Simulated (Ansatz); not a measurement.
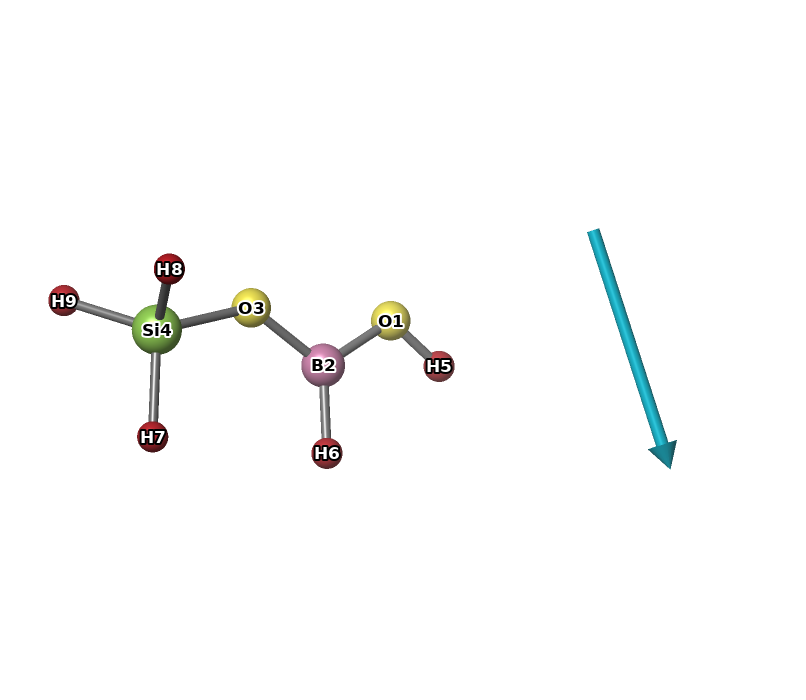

The arrow beside the molecule shows the direction of the dipole moment, from the negative to the positive end (its length means nothing). The computed structure is the end point of a PBE0-D4/def2-TZVP optimisation. No frequency run is at hand to confirm it as a minimum. Properties computed with RKS PBE0-D4/def2-TZVP (Ansatz 0.2.0).

> How large is the dipole moment?

1.59 D; it points from the side of H8, H9 to the side of H6 (the outermost atoms at the two ends).
